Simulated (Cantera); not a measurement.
A closed system holds: 1 mol HF, 0.016 mol SO2, 4.1 mol O2, equilibrated at 290000 Pa.

These are equilibrium values from Cantera (NASA tables, ideal gas, pure condensed phases), not measurements of a reactor. Candidate condensed phases: H2O, H2SO4, S; 71 gas species. Ions and electrons are included (thermal ionisation). Kinetics and transport are ignored.

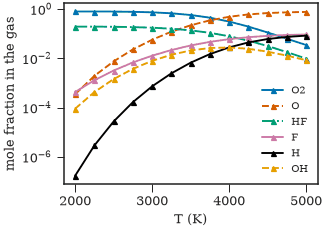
Equilibrium gas composition (values under 1e-9 drawn at 1e-9)

### Question
Read off the mole fractions at 3750 K.

### Answer
O2 about 0.45, O about 0.35, HF about 0.11, F about 0.047, OH about 0.026, H about 0.015.
